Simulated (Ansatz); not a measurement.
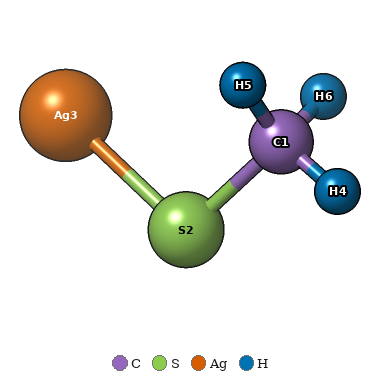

The system is CH₃AgS, SMILES C[S][Ag]; the picture shows the grid point nearest to the relaxed geometry. 
- Two internal coordinates are moved rigidly from the geometry relaxed at PBE0-D4/def2-TZVP, all others fixed.
- First axis: bond S2–Ag3. Second axis: bond C1–H5.
- The grid has 5 × 5 points.
- Points are written as (first, second).
- Energies: kJ/mol, counted from the lowest grid point.
- All numbers below come from Ansatz 0.2.0, RHF-CCSD(T), frozen core/def2-TZVPP.

Its coordinates:

```xyz
6

C    -0.3850    0.3832   -0.2940
S     0.0149   -1.3612    0.0124
Ag    1.9658   -1.2867    1.4152
H    -1.2730    0.3861   -0.9303
H     0.4757    0.9396   -0.8625
H    -0.6226    0.9170    0.6256
```

Range: bond S2–Ag3 from 1.990 to 3.008 Å; bond C1–H5 from 0.893 to 1.580 Å.

> What landscape does the calculation give?

The lowest grid point is at (2.404 Å, 1.172 Å). The bottom of the well lies between grid points, at about (2.312 Å, 1.088 Å), about 13 kJ/mol lower on the interpolated surface. No other kind of well shows on this grid. The highest grid point, (3.008 Å, 1.580 Å), lies 244 kJ/mol above the lowest. Round the minimum the two coordinates are nearly uncoupled.

| bond C1–H5 ↓, bond S2–Ag3 → | 1.990 | 2.158 | 2.404 | 2.691 | 3.008 |
| --- | --- | --- | --- | --- | --- |
| 1.580 | 235 | 167 | 155 | 191 | 244 |
| 1.366 | 144 | 77 | 65 | 101 | 153 |
| 1.172 | 79 | 12 | 0 | 37 | 89 |
| 1.007 | 82 | 15 | 3 | 40 | 92 |
| 0.893 | 162 | 95 | 83 | 120 | 173 |

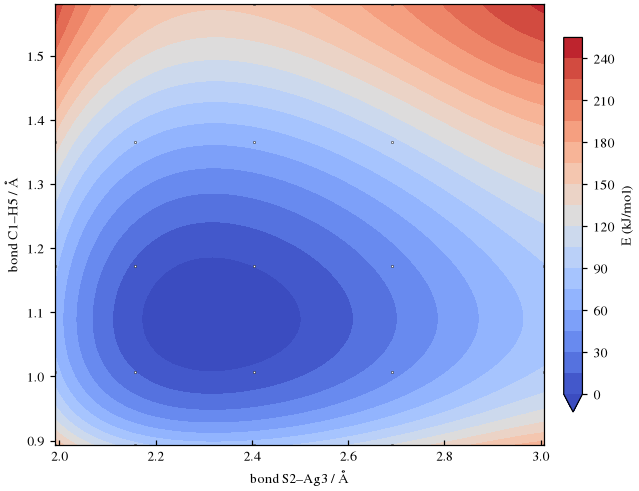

The picture shows filled contours, dots at the grid points. Between grid points the surface is interpolated.
